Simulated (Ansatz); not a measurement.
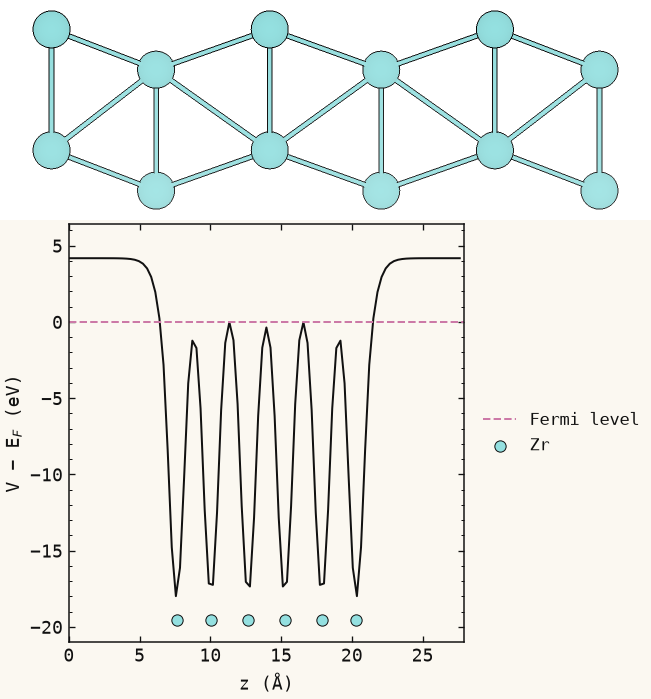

Plane-averaged electrostatic potential energy of an electron across the slab; circles at the bottom mark the heights of the atoms (positions after relaxation). The structure is drawn too.

The material is a (001) slab cut from Zr (P6_3/mmc), 6 atoms in the cell.

Computed with Ansatz: DFT PBE, scalar-relativistic, plane waves, PAW, no spin polarisation, 12×12×1 k mesh, 420 eV cutoff, Gaussian smearing of 0.1 eV.

Q: What is the work function?

A: The work function is 4.17 eV, the same on both faces. The two vacuum levels agree, so the slab has no net dipole along its normal.

Q: How thick are slab and vacuum?

A: The outermost atoms are 12.7 Å apart, which leaves 15.2 Å of vacuum in a cell 27.9 Å high.
